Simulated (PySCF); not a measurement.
# C6H14B2: excited states

Programs: PySCF 2.14.0, with routines of our own; each step states its level. All values are computed. Atoms count from 0.

### Step 1. The system as given

22 atoms, charge 0, multiplicity 1; geometry from: GFN2-xTB.

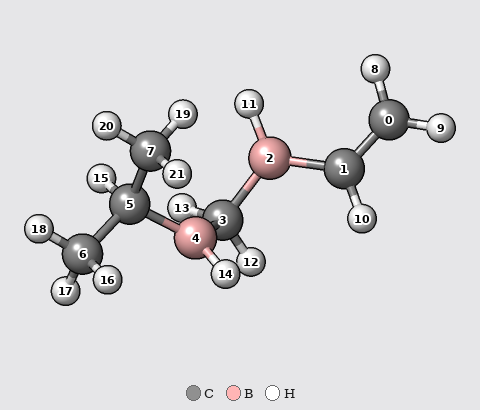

The starting geometry (carbon grey, boron pink, hydrogen white).

### Step 2. Relaxing the molecule at PBE0-D3(BJ)/def2-SVP

The job: settings as JSON, then the geometry in Å.

```
{"job": {"xc": "PBE0", "basis": "def2-SVP", "d3": "d3bj", "grid": 1, "kind": "geom"}, "charge": 0, "multiplicity": 1}
C      3.753438     0.930082     0.754244
C      2.846346     0.059060     0.312248
B      1.697000     0.425148    -0.658642
C      0.778235    -0.707892    -1.255942
B     -0.375281    -0.928147    -0.212805
C     -1.713631    -0.075610    -0.280261
C     -2.975911    -0.927886    -0.100376
C     -1.654747     0.982739     0.835173
H      3.727304     1.966162     0.454801
H      4.558935     0.655599     1.419689
H      2.944427    -0.967402     0.652535
H      1.510613     1.549662    -0.935401
H      1.353741    -1.625491    -1.376062
H      0.378083    -0.403050    -2.221702
H     -0.230713    -1.686132     0.670884
H     -1.813607     0.463657    -1.228862
H     -2.945751    -1.458662     0.848592
H     -3.058829    -1.660978    -0.899937
H     -3.867422    -0.302389    -0.115346
H     -0.780312     1.618533     0.712882
H     -2.546577     1.607385     0.812516
H     -1.595751     0.504998     1.810922
```

The run is started by

```console
> OMP_NUM_THREADS=1 python excited_run.py task.json out
```

This one command runs all jobs of the session in turn.

**Question.** How long does this first job take on 1 thread of Arm Neoverse V2, shared host, and how much memory does it need?

About 85 s, with a peak of 0.77 GiB.
